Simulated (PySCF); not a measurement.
# BiH3S3 (Bi(SH)3): the cost of one run

Program: PySCF 2.14.0. Level of theory: PBE0, Bi def2-SVP with ECP60, S def2-SVP, H def2-SVP; scalar-relativistic core potentials, no spin–orbit coupling. These are calculated values, not measurements.

1 further run of the same task is left out (for a known fault of the program).

**1. Starting geometry**

7 atoms, charge 0, spin multiplicity 1.

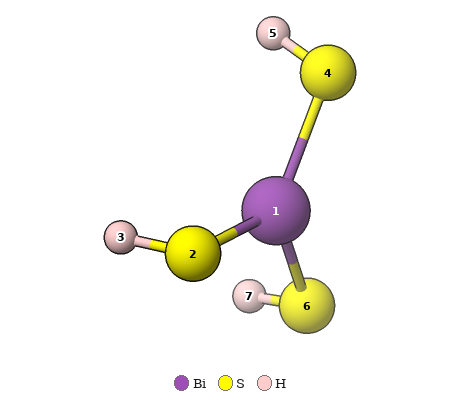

Start geometry, drawn with bismuth purple, sulfur yellow, hydrogen pink; atoms are numbered from 1 in the order of the file.

As a file:

```xyz
7
charge 0, multiplicity 1
Bi    0.0000    0.0000    0.0000
S     2.5650    0.0000    0.0000
H     2.8950    0.0000    1.3000
S    -1.2825    2.2214    0.0000
H    -1.4475    2.5071    1.3000
S    -1.2825   -2.2214    0.0000
H    -1.4475   -2.5071    1.3000
```

Formal oxidation states: Bi +3.

**2. SCF at the start, singlet**

The input, run.py (the lines that set the calculation):

```python
mol = gto.M(atom='''
Bi     0.00000     0.00000     0.00000
S      2.56500     0.00000     0.00000
H      2.89500     0.00000     1.30000
S     -1.28250     2.22140     0.00000
H     -1.44750     2.50710     1.30000
S     -1.28250    -2.22140     0.00000
H     -1.44750    -2.50710     1.30000''',
    basis={'Bi': 'def2-SVP', 'S': 'def2-SVP', 'H': 'def2-SVP'},
    ecp={'Bi': 'def2-SVP'},
    charge=0, spin=0)
mf = dft.RKS(mol, xc='PBE0')
mf.grids.atom_grid = (50, 194)
mf = mf.density_fit()  # fitting sets: Bi def2-universal-JKFIT, S def2-universal-JKFIT, H def2-universal-JKFIT
mf.conv_tol = 1e-08; mf.max_cycle = 55
mf.kernel(dm0)  # dm0: free metal ions and neutral atoms
```

Run with:

```sh
$ OMP_NUM_THREADS=2 python run.py
```

Q: Estimate wall time and peak memory on 2 threads of Arm Neoverse V1, shared host.

About 2.6 s, with a peak of 0.46 GiB.
